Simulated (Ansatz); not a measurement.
# Quasiparticle gap of AlN (P6_3mc), part 2 of 2

How far does one-shot GW move the HSE06 gap of AlN (P6_3mc)?

Ansatz 0.2.0; HSE06, then G0W0 on it, plane waves, PAW. Known limits of the many-body steps: finite bands, screening cutoff and k mesh; no spin-orbit coupling in G0W0.

So far. Step 2 (HSE06 levels on the mesh and at listed points): Over mesh and listed points the gap is 5.580 eV, direct, at k = Γ.

The database entry behind the starting cell differs from later determinations by our own check (inner coordinate u about 0.002 short), so it need not match the best structure at ambient conditions.

In doubt: masses and optical values from hybrid runs of this build are listed as unsure (step 3), which bears on the screening that GW takes from such a start.

## 3. The quasiparticle correction

G0W0 replaces the xc potential by a self-energy built once from the orbitals of the start. Levels are corrected in the window of bands that the input names, at points of the mesh.

This step: G0W0 on HSE06, plane waves, PAW.

input.yaml

```yaml
crystal:
  lattice:
    - [3.113, 0.0, 0.0]
    - [-1.5565, 2.695937082, 0.0]
    - [0.0, 0.0, 4.981]
  atoms:
    - { symbol: Al, position: [0.3333333333, 0.6666666667, 0.0] }
    - { symbol: Al, position: [0.6666666667, 0.3333333333, 0.5] }
    - { symbol: "N", position: [0.3333333333, 0.6666666667, 0.38] }
    - { symbol: "N", position: [0.6666666667, 0.3333333333, 0.88] }
kpoints:
  mp_grid: { grid: [6, 6, 4] }
hamiltonian:
  xc: hse06
scf:
  occupations: { method: fixed }
gw:
  n_empty_bands: 124
  ecut_chi: 120
  qp_bands: [v2, c2]
  qp_kpoints: band_edges
  screening: { model: contour_deformation }
```

Run with:

```sh
$ ansatz run input.yaml --threads 2 --pin off --max-ram 92160MiB --backend cuda --events-out ev --progress --plain --runs-dir out --devices 1 --max-vram 13GiB  # rebuilt from the run's record
```

Numbers of over 12 decimals in the logs are rounded to 6 here.

Log:

```text
GPUs: using 1 of 1 available (devices: 1).
[...]
GPU FFT provider: cuFFT
GPU libraries: cuBLAS 13.8.2, cuFFT 12.4.0, cuSOLVER 12.3.4
Crystal: 4 atoms, lattice volume = 41.803 Å³
Basis set: ecut = 420 eV, 809 PW (Γ)
Bands: 12, of which v1, the nominal top of the filled ones, is band 8 counted from 1 (7 counted from 0)
Symmetry: 12 space group operations
[...]
k-points: 21 of 144 (time reversal used)
[...]
GPU buffer pool allocated for 20736 grid points (all kernels)
[...]
SCF iter   1: F=—  HF=-1848.485991 eV  |F-HF|=—  |Δ(HF+E_count)|=         —  Δρ=7.97e-4  dr2=1.05e-4  ethr=1.77e-3  ⟨swp⟩=2.0  Hψ=1992  notcnv=0
[...]
SCF iter   2: F=-1848.486310 eV  HF=-1848.486245 eV  |F-HF|=6.57e-5  |Δ(HF+E_count)|=   2.53e-4  Δρ=4.11e-4  dr2=2.85e-5  ethr=6.57e-7  ⟨swp⟩=5.3  Hψ=1022  notcnv=0  defer=2
SCF 1 stopped early in 2 iterations: F = -1848.486310 eV  dr2 = 2.85e-5
[...]
GPU FFT provider: cuFFT
GPU libraries: cuBLAS 13.8.2, cuFFT 12.4.0, cuSOLVER 12.3.4
[...]
GPU buffer pool allocated for 20736 grid points (all kernels)
[...]
Frozen-core exchange: fock
SCF iter   1: F=—  HF=-1849.419666 eV  |F-HF|=—  |Δ(HF+E_count)|=         —  Δρ=6.32e-3  dr2=7.70e-3  ethr=1.78e-6  ⟨swp⟩=7.7  Hψ=1511  notcnv=0
[...]
SCF iter   6: F=-1849.421254 eV  HF=-1849.421257 eV  |F-HF|=2.34e-6  |Δ(HF+E_count)|=   5.93e-5  Δρ=8.02e-5  dr2=3.58e-6  ethr=1.69e-9  ⟨swp⟩=5.5  Hψ=1152  notcnv=0  defer=5
SCF 2 stopped early in 6 iterations: F = -1849.421254 eV  dr2 = 3.58e-6
hybrid outer 1: dexx = +5.648e-3 eV, tail = 1.36e-5 eV
GPU FFT provider: cuFFT
GPU libraries: cuBLAS 13.8.2, cuFFT 12.4.0, cuSOLVER 12.3.4
GPU buffer pool allocated for 20736 grid points (all kernels)
[...]
Frozen-core exchange: fock
SCF iter   1: F=—  HF=-1849.421244 eV  |F-HF|=—  |Δ(HF+E_count)|=         —  Δρ=2.34e-5  dr2=8.98e-8  ethr=4.26e-7  ⟨swp⟩=2.2  Hψ=594  notcnv=0
[...]
SCF iter   2: F=-1849.421244 eV  HF=-1849.421244 eV  |F-HF|=1.11e-8  |Δ(HF+E_count)|=   1.13e-7  Δρ=7.25e-6  dr2=3.29e-8  ethr=4.13e-10  ⟨swp⟩=4.9  Hψ=1085  notcnv=0
SCF 3 converged in 2 iterations: F = -1849.421244 eV  dr2 = 3.29e-8
[...]
NSCF: frozen V_eff on 21 k-points
Exchange-term sweep: 0 of 21 (spin, k) points
Exchange-term sweep: 2 of 21 (spin, k) points
Exchange-term sweep: 3 of 21 (spin, k) points
Exchange-term sweep: 4 of 21 (spin, k) points
Exchange-term sweep: 5 of 21 (spin, k) points
Exchange-term sweep: 6 of 21 (spin, k) points
Exchange-term sweep: 7 of 21 (spin, k) points
Exchange-term sweep: 8 of 21 (spin, k) points
Exchange-term sweep: 9 of 21 (spin, k) points
Exchange-term sweep: 10 of 21 (spin, k) points
Exchange-term sweep: 11 of 21 (spin, k) points
Exchange-term sweep: 12 of 21 (spin, k) points
Exchange-term sweep: 13 of 21 (spin, k) points
Exchange-term sweep: 14 of 21 (spin, k) points
Exchange-term sweep: 15 of 21 (spin, k) points
Exchange-term sweep: 16 of 21 (spin, k) points
Exchange-term sweep: 17 of 21 (spin, k) points
Exchange-term sweep: 18 of 21 (spin, k) points
Exchange-term sweep: 19 of 21 (spin, k) points
Exchange-term sweep: 20 of 21 (spin, k) points
Exchange-term sweep: 21 of 21 (spin, k) points
G₀W₀ screening: q 1/21
[... further progress lines ...]
[...]
Free energy (F): -1849.421244 eV
Frozen-core exchange: fock
[...]
Internal energy: -1849.421244 eV  (E = F + TS)
E sigma→0 (E₀):  -1849.421244 eV
Fermi energy:    6.201042 eV
[...]
--- Band table (eV; the first three rows and the last of 21) ---
[...]
guard bands above this table: 2 of the run's 12 bands. The solve was not asked for them (output.publish_guard_bands: true or output.eigenvalues: true publishes all)
--- G₀W₀: contour deformation, 5 samples at zero and on the imaginary axis and 2 off it, 144 q-points, 124 empty bands' worth ---
  eigenvalues of the whole cell's RPA ε∞ on this k-mesh (on a slab, of 1 + 4πα/V) = 3.5749, 3.5749, 3.6845; static W/v taken at q = 0 is 0.277300
  bands read: the sum over 132 bands ends inside a degenerate multiplet in 1 slot, whose members it reads at an even weight; the widest, k=19: bands 132 to 133 (counted from 1) at 1/2 each
  gw.qp_kpoints: band_edges: 15 of 21 stored k-points solved, in 1 pass; an edge of the gap read off the rows below is read off those points alone
    valence top: of the k-points left out ik 13 came nearest to being solved in a further pass, in band 8 (counted from 1, as in the quasiparticle table): it holds the edge there only if its correction is more favourable than any solved in that band by at least 0.585 eV; those differ by 0.153 eV
    conduction bottom: of the k-points left out ik 16 came nearest to being solved in a further pass, in band 9 (counted from 1, as in the quasiparticle table): it holds the edge there only if its correction is more favourable than any solved in that band by at least 1.356 eV; those differ by 0.302 eV
    ik  band        ε_KS         Σx   Σc(E_QP)       V_xc       Z   E_QP_lin       E_QP  E_QP is
     0     7      6.0063   -21.7299     2.9164   -18.5450  0.8098     5.7374     5.7379  root
     0     8      6.2010   -21.7935     2.8811   -18.6644  0.8099     5.9527     5.9531  root
     0     9     11.7806    -9.3892    -3.7397   -13.7464  0.8402    12.4000    12.3980  root
     0    10     14.3527    -7.7118    -4.1484   -12.4856  0.8453    14.9804    14.9781  root
     1     7      5.8957   -21.7291     2.9414   -18.5116  0.8093     5.6191     5.6196  root
     1     8      5.8957   -21.7291     2.9414   -18.5116  0.8093     5.6191     5.6196  root
     1     9     12.7672    -9.6505    -3.8068   -14.1134  0.8351    13.4257    13.4233  root
     1    10     14.4818    -7.9623    -4.1704   -12.7691  0.8419    15.1207    15.1183  root
     2     7      5.6370   -21.7206     2.9945   -18.4335  0.8084     5.3437     5.3443  root
     2     8      5.6370   -21.7206     2.9945   -18.4335  0.8084     5.3437     5.3443  root
     2     9     14.1571    -8.9728    -4.1010   -13.7433  0.8330    14.8294    14.8266  root
     2    10     14.1571    -8.9728    -4.1010   -13.7433  0.8330    14.8294    14.8266  root
     3     7      5.9186   -21.7983     2.9414   -18.5844  0.8093     5.6456     5.6461  root
     3     8      6.0149   -21.7640     2.9162   -18.5865  0.8093     5.7531     5.7536  root
     3     9     13.1131    -9.6182    -3.8561   -14.1396  0.8335    13.7809    13.7784  root
     3    10     15.4629    -7.6126    -4.2831   -12.5401  0.8401    16.1099    16.1072  root
     4     7      5.6286   -21.5530     2.9653   -18.2927  0.8085     5.3330     5.3336  root
     4     8      5.7460   -21.7283     2.9676   -18.4748  0.8088     5.4594     5.4600  root
     4     9     13.5668    -9.1267    -3.9505   -13.7292  0.8330    14.2213    14.2187  root
     4    10     15.5037    -7.8991    -4.3230   -12.8691  0.8337    16.1535    16.1507  root
     6     7      5.2730   -21.3328     2.9908   -18.0266  0.8074     4.9570     4.9577  root
     6     8      5.6354   -21.7699     2.9917   -18.4860  0.8084     5.3426     5.3432  root
     6     9     13.8610    -6.8071    -4.0568   -11.3993  0.8432    14.3982    14.3965  root
     6    10     14.3260    -5.9490    -4.1465   -10.5833  0.8418    14.8154    14.8139  root
     7     7      5.3480   -21.5216     3.0147   -18.1969  0.8073     5.0372     5.0379  root
     7     8      5.3910   -21.6420     3.0225   -18.3084  0.8077     5.0791     5.0798  root
     7     9     13.2357    -6.5372    -3.9907   -11.0289  0.8462    13.7382    13.7367  root
     7    10     14.2499    -6.3666    -4.1257   -11.0068  0.8423    14.7660    14.7644  root
     8     7      4.8622   -21.4339     3.1019   -17.9841  0.8058     4.5134     4.5143  root
     8     8      4.8622   -21.4339     3.1019   -17.9841  0.8058     4.5134     4.5143  root
     8     9     13.5169    -6.6347    -4.0119   -11.1590  0.8442    14.0309    14.0293  root
     8    10     13.5169    -6.6347    -4.0119   -11.1590  0.8442    14.0309    14.0293  root
     9     7      4.3319   -20.4894     3.0261   -17.0844  0.8054     3.9520     3.9531  root
     9     8      5.4823   -21.7423     3.0168   -18.4232  0.8079     5.1793     5.1799  root
     9     9     13.3640    -6.3550    -3.9371   -10.7827  0.8433    13.8560    13.8546  root
     9    10     13.3951    -5.9488    -4.0019   -10.4325  0.8507    13.8781    13.8768  root
    10     7      4.9207   -21.2202     3.0443   -17.8364  0.8063     4.5803     4.5811  root
    10     8      5.2133   -21.6000     3.0500   -18.2273  0.8071     4.8898     4.8906  root
    10     9     12.6093    -6.1832    -3.8907   -10.5408  0.8496    13.0774    13.0762  root
    10    10     13.4865    -6.2118    -4.0087   -10.7145  0.8476    13.9820    13.9806  root
[...]
17     7      5.1394   -21.5589     3.0464   -18.1912  0.8067     4.8174     4.8181  root
    17     8      5.1394   -21.5589     3.0464   -18.1912  0.8067     4.8174     4.8181  root
    17     9     13.8617    -6.7063    -4.0438   -11.2768  0.8417    14.3901    14.3884  root
    17    10     13.8617    -6.7063    -4.0438   -11.2768  0.8417    14.3901    14.3884  root
    18     7      3.6428   -20.8178     3.2576   -17.1597  0.7996     3.2410     3.2424  root
    18     8      3.6428   -20.8178     3.2576   -17.1597  0.7996     3.2410     3.2424  root
    18     9     12.5531    -4.7072    -3.9434    -9.0179  0.8540    12.9212    12.9205  root
    18    10     16.1445    -7.3386    -4.4589   -12.4099  0.8206    16.7599    16.7568  root
    20     7      5.3495   -21.7424     3.0331   -18.4044  0.8071     5.0439     5.0446  root
    20     8      5.3495   -21.7424     3.0331   -18.4044  0.8071     5.0439     5.0446  root
    20     9     15.1067    -6.5116    -4.2821   -11.3257  0.8308    15.6408    15.6387  root
    20    10     15.1067    -6.5116    -4.2821   -11.3257  0.8308    15.6408    15.6387  root
```

Wall time 38 s (1 × NVIDIA H100 80GB HBM3 (shared by 6 runs) with 2 threads of AMD EPYC 7R13 (Zen 3), shared host); peak memory 1.4 GiB.

Numbers from this step:

* bands summed: 132
* RPA ε∞ on this mesh (eigenvalues): 3.575, 3.575, 3.685
* plane waves in the screening matrix: 135
* q-points in the mesh: 144
* G0W0 gap over the corrected points: 6.445 eV
* k of the valence top: 0, 0, 0
* k of the conduction bottom: 0, 0, 0
* starting gap on the mesh: 5.580 eV
* Z at the valence top: 0.8099
* Z at the conduction bottom: 0.8402
* least direct G0W0 gap over the corrected points: 6.445 eV

Over 15 of 21 irreducible mesh points the G0W0 gap is 6.445 eV, direct, at k = Γ. The HSE06 gap of this run on the mesh is 5.580 eV. The two states that bound the G0W0 gap lie that far apart at the start, so the correction of the gap is 6.445 − 5.580 = +0.865 eV.

Labels follow the order of the start: v1 is the top filled band, c1 the lowest empty one; levels that stay degenerate share a row, the window can cut a multiplet, doubted levels are not marked in this list, bands outside the window were not corrected, and the list may be a part of the corrected levels. Levels before and after the correction, in eV, zero at the valence-band top of each column:

```tsv
	conduction bottom	valence top
HSE06	5.58	0.00
G0W0	6.44	0.00
```

```tsv
	level	occupation	energy (eV)
HSE06	Γ v2	2	-0.195
HSE06	Γ v1	2	0.000
HSE06	Γ c1	0	5.580
HSE06	Γ c2	0	8.152
G0W0	Γ v2	2	-0.215
G0W0	Γ v1	2	0.000
G0W0	Γ c1	0	6.445
G0W0	Γ c2	0	9.025
```

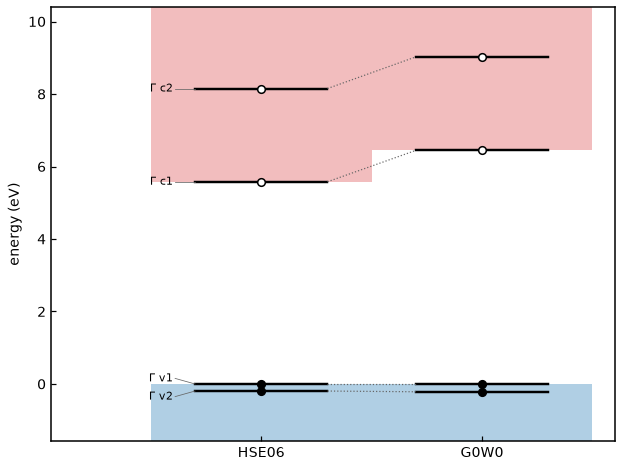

Levels before and after the correction. Shaded: valence and conduction bands. Filled marks are occupied levels, open marks empty ones.

The parts of the quasiparticle energy for the two states that bound the G0W0 gap, in eV on the run's own scale (QP = start + Σx + Σc − Vxc, with Σc at the quasiparticle energy):

```tsv
edge	k	band	start	Σx	Σc	Vxc	Z	QP
valence top	Γ	8	6.201	−21.794	2.881	−18.664	0.810	5.953
conduction bottom	Γ	9	11.781	−9.389	−3.740	−13.746	0.840	12.398
```

For a hybrid start, Vxc holds its share of exact exchange.

## 4. The runs together

Each gap is the least one over the points named; times are wall times on shared hosts, not benchmarks. A G0W0 time includes the run's own self-consistent start. Runs with listed points see these and the mesh alone, so an edge that moves elsewhere is missed.

```tsv
level	mesh	files, cutoff	bands summed, screening	points	gap (eV)	valence top	conduction bottom	least direct gap (eV)	time
HSE06	6×6×4	soft_2 PAW, 420 eV	-	mesh and listed points	5.580	Γ	Γ	5.580	7.7 s
G0W0@HSE06	6×6×4	soft_2 PAW, 420 eV	132, 120 eV	15 of 21 irreducible mesh points	6.445	Γ	Γ	6.445	38 s
```

## 5. Results

| Quantity | Value |
| --- | --- |
| HSE06 gap over mesh and listed points | 5.580 eV, direct, at k = Γ |
| G0W0@HSE06 gap over 15 of 21 irreducible mesh points | 6.445 eV, direct, at k = Γ |
| GW settings | 6×6×4 mesh, 124 empty bands, screening to 120 eV |
| known limits | finite bands, screening cutoff and k mesh; no spin-orbit coupling in G0W0 |

Over 15 of 21 irreducible mesh points the G0W0 gap is 6.445 eV, direct, at k = Γ. The HSE06 gap of this run on the mesh is 5.580 eV. The two states that bound the G0W0 gap lie that far apart at the start, so the correction of the gap is 6.445 − 5.580 = +0.865 eV. The valence state moves by 5.953 − 6.201 = −0.248 eV and the conduction state by 12.398 − 11.781 = +0.617 eV, on the run's own scale; how far single levels stand from their limit in bands is not shown. Both edges that HSE06 shows over mesh and listed points lie at k points where levels were corrected. Levels at other points were not corrected, so a lower G0W0 gap elsewhere in the zone is not ruled out. No second run with other bands and screening cutoff is shown, so the distance to the basis limit is not known. On another start, G0W0@PBE runs of this series (6×6×4 mesh, soft_2 PAW; not shown as steps) give 5.484 eV with 52 bands and 60 eV, 5.808 eV with 132 bands and 120 eV and 5.914 eV with 276 bands and 200 eV. G0W0 on other starts in this series, not shown as steps and not all at these settings: 5.808 eV on PBE (6×6×4, soft_2 PAW, 132 bands, 120 eV) and 5.817 eV on LDA (6×6×4, soft_2 PAW, 132 bands, 120 eV). The G0W0 runs are scalar-relativistic. No pair of G0W0 runs that differ in the mesh alone is shown (6×6×4 is a supercell whose nearest images lie 19 Å apart), so the error from the mesh is not known here. G0W0 is shown with one set of atomic data (soft_2 PAW), so the error from the files is not known here.

[Paths, hosts, dates, memory and timing lines, banners, echoed tables and standing remarks are left out of the program output.]

[Logs are printed without paths, hosts, clocks, repeated set-up lines and the standing remarks that a program may print on its own settings, such as how far it seeks lower states.]

[Runs of the session that timed out or met a known fault of the program may be left out.]

[Cells called generated may have been cut or substituted from an entry of the Crystallography Open Database or the Materials Project.]

[Hosts, paths, dates, database ids (printed as entryN), source tags and the programs' standing remarks are cut or masked in the printed files.]

[Where an RPA ε∞ is given, it is that of the G0W0 mesh and is not shown converged in it. Names of k-points follow the symmetry that the program found, which can be lower than the space group named. Band edges on a path are those of the sampled points; other points can move an edge, and change direct to indirect where valleys lie close.]

[Hybrid gaps are those of their k-mesh and are not shown converged in it.]
